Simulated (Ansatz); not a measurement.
CH3OTe (charge +1): single-point calculation

CH3OTe, charge +1, computed with RKS PBE-D4/def2-TZVPP (Ansatz 0.2.0).

The geometry comes from this level: PBE0-D4/def2-TZVP.

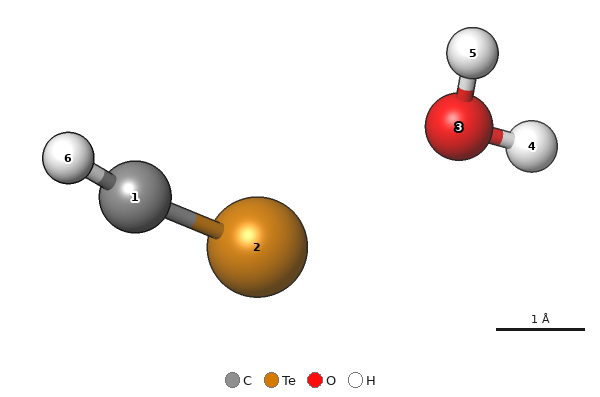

*The structure as given in the input (ball-and-stick view, seen at a tilt; atoms are numbered from 1 in the order of the input).*

Bond lengths as drawn: C–H 1.08 Å, C–Te 1.80 Å and H–O 0.96 Å.

Summary

| quantity | value |
| --- | --- |
| outcome | converged |
| total energy | −10414.3258 eV |
| mean-field energy | −10414.2475 eV |
| dispersion energy | −0.0783 eV |
| SCF solution under orbital rotations | stable |
| hardware | 2 threads of Intel Xeon, 11 GiB of memory available, shared host |
| wall time | 0.8 s (CPU time 1.4 s) |
| peak memory | 0.17 GiB |

Input file
```yaml
crystal:
  periodic: [false, false, false]
  atoms:
    - {symbol: C, position_ang: [1.026099, -0.639065, 1.920117]}
    - {symbol: Te, position_ang: [0.728470, -1.147386, 0.221349]}
    - {symbol: O, position_ang: [-0.715997, 0.405273, -1.413388]}
    - {symbol: H, position_ang: [-0.903188, 0.271820, -2.349491]}
    - {symbol: H, position_ang: [-1.158407, 1.223962, -1.163054]}
    - {symbol: H, position_ang: [1.134690, -0.227554, 2.915740]}
basis:
  gaussian: {orbitals: def2-TZVPP}
total_charge: 1
hamiltonian: {xc: pbe, dispersion: d4}
```

Launched with:
```bash
ansatz run in.yaml --threads 2 --pin off --events-out ev --progress --plain --max-ram 4352MiB
```

The program's output
```
Functional definition: PBE
  name "PBE"
  cite "Perdew, Burke & Ernzerhof, Phys. Rev. Lett. 77, 3865 (1996) doi:10.1103/PhysRevLett.77.3865"
  parent pbe
  parameter kappa = 0.804
  parameter beta = 0.06672455060314922
  exchange = pbe_x(kappa = kappa, mu = beta*pi^2/3)
  correlation = pbe_c(beta = beta)
894 factors; their error is unknown
mean field evaluation 1: about -10375.3531 eV, gradient 1.4e2 eV
mean field evaluation 2: about -10246.1805 eV, gradient 2.4e2 eV
mean field evaluation 4: about -10407.2648 eV, gradient 5.2e1 eV
mean field evaluation 8: about -10414.3774 eV, gradient 2.0e-1 eV
mean field evaluation 16: about -10414.2475 eV, gradient 3.2e-4 eV
mean field -10414.24750054 eV, -382.7165366143 hartree, gradient 4.5e-5 eV, S^2 0.000000; 0 other end points of the search recorded, 0 dependent functions left out
reference -10414.24753655 eV, -382.7165379375 hartree; 20, 20 occupied and 134, 134 virtual orbitals, 894 factors
Total energy: -10414.32584151 eV, -382.7194155918 hartree
```
